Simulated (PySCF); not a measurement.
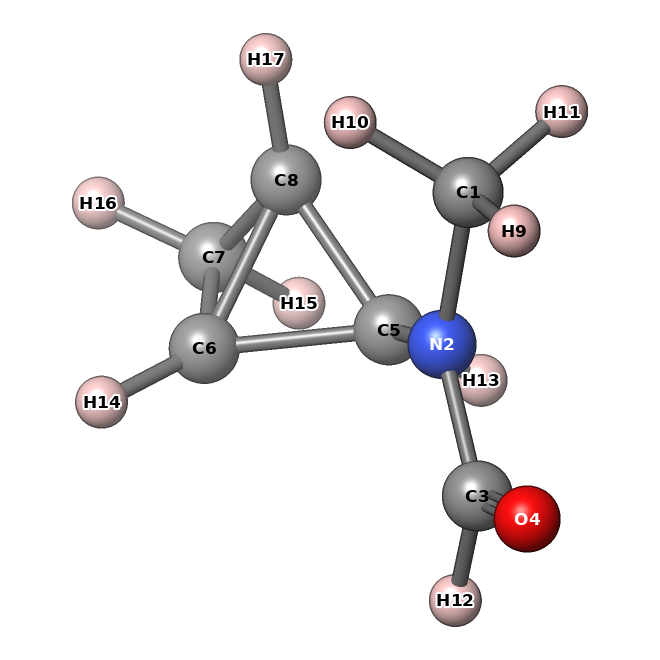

C5 lies behind N2. The molecule seen a little off the N2–C5 bond, N2 in front. Distant atoms are faded towards the background colour. Geometry: an image of a reaction path computed with GFN2-xTB, not a minimum.

Q: What is the torsion angle C1–N2–C5–C6? The sign is positive where the front bond must turn clockwise to cover the back bond.

A: −98°, about perpendicular.
